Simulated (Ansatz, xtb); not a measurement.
Stretching the Sn1–F2 bond in FH3Sn (SMILES [F][SnH3]) (multiplicity 1 held, fragments rigid). Energies count from the point at 1.941 Å.
Geometry at that point (charge 0, multiplicity 1):
```xyz
5

Sn    -0.2352    -0.0722    -0.0867
F      1.5144     0.4647     0.5585
H      0.0898    -1.1822    -1.3396
H     -0.9606     1.3760    -0.6196
H     -0.9995    -0.7677     1.2696
```

Restricted levels (R-, RO-) in cc, def2 and unpolarised 6-31G sets keep to the state of the molecule at rest. U- levels take the lowest unrestricted solution at each point, which mixes spins at long bonds. Left out are points that failed, MP2 points in a non-variational dive below the minimum, coupled-cluster points behind a sign of a changed root (a jump of the amplitudes, or a one-step jump against full CI or MRCI), small-basis points behind a change of solution, and semi-empirical points at long bonds. Levels need not reach the same state.

Correlated levels freeze the cores. Filled d and f shells under p-block atoms count as core.

The values were computed with Ansatz (an electronic-structure program) with Gaussian orbitals; xtb for the GFN methods. Each number belongs to the level named beside it. In def2 rows elements past Kr take small-core potentials, without spin–orbit coupling. The GFN methods have no spin term and hold the electronic entropy of 300 K.

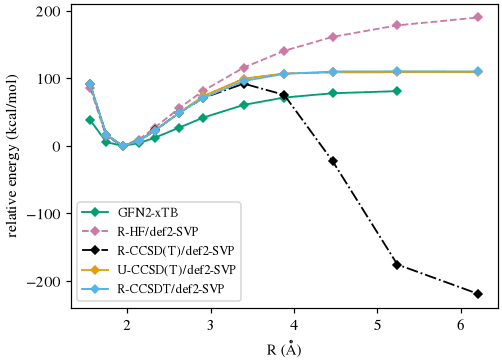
Relative energy along the coordinate

Q: Read off the GFN2-xTB curve at R = 2.911.

A: about 42 kcal/mol

Doubts at one or more of the structures used: a restricted determinant that unrestricted orbitals would lower (R-HF/def2-SVP, R-CCSD(T)/def2-SVP, R-CCSDT/def2-SVP); T1 above 0.05 (R-CCSD(T)/def2-SVP, U-CCSD(T)/def2-SVP, R-CCSDT/def2-SVP); other coupled-cluster roots lie near (R-CCSD(T)/def2-SVP, R-CCSDT/def2-SVP); a spin-contaminated determinant (U-CCSD(T)/def2-SVP).
